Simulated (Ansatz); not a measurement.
```
Y Ta Se
1.0
     7.04662    0.00000    0.00000
    -3.52331    6.10255    0.00000
     0.00000    0.00000    5.40495
Y Ta Se
2 2 6
Cartesian
  0.0000 4.0684 4.0537
  3.5233 2.0342 1.3512
  0.0000 0.0000 0.0000
  0.0000 0.0000 2.7025
  3.5233 3.8446 4.0537
  1.9554 1.1290 4.0537
  5.0912 1.1290 4.0537
  0.0000 2.2579 1.3512
  1.5679 4.9736 1.3512
  -1.5679 4.9736 1.3512
```

Space group P6₃/mmc; a structure generated by program, which may or may not match a known phase.

Theory: DFT PBE, scalar-relativistic, plane waves, PAW (Ansatz 0.2.0).

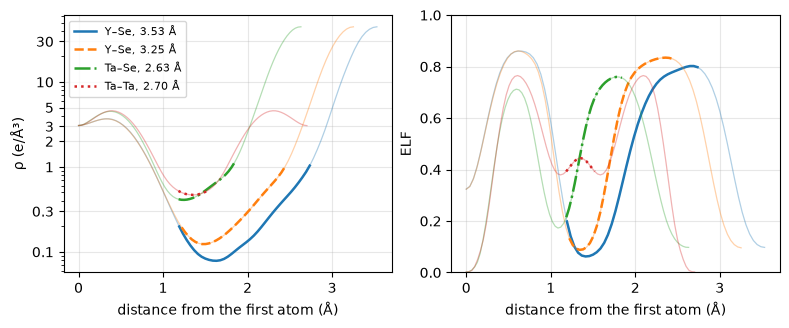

YTaSe₃. Valence charge density (pseudo) and electron localisation function along straight lines between neighbouring atoms. Thin, pale parts lie inside the atomic spheres.

The density is the valence pseudo-density of a PAW calculation; it isn't the true density close to the nuclei.

> Compare the contacts.

Y–Se (3.53 Å): ρ at the midpoint is about 0.09 e/Å³; the ELF is about 0.25 at the midpoint and 0.05 at its lowest between the atoms: no localised pair shows between them.
Y–Se (3.25 Å): the density is about 0.14 e/Å³ at the midpoint; the ELF is about 0.30 at the midpoint and 0.10 at its lowest between the atoms; no localised pair shows between them.
Ta–Se (2.63 Å): ρ is about 0.42 e/Å³ halfway; the ELF is about 0.40 at the midpoint.
Ta–Ta (2.70 Å): the density is about 0.47 e/Å³ at the midpoint; the ELF is about 0.45 at the midpoint.
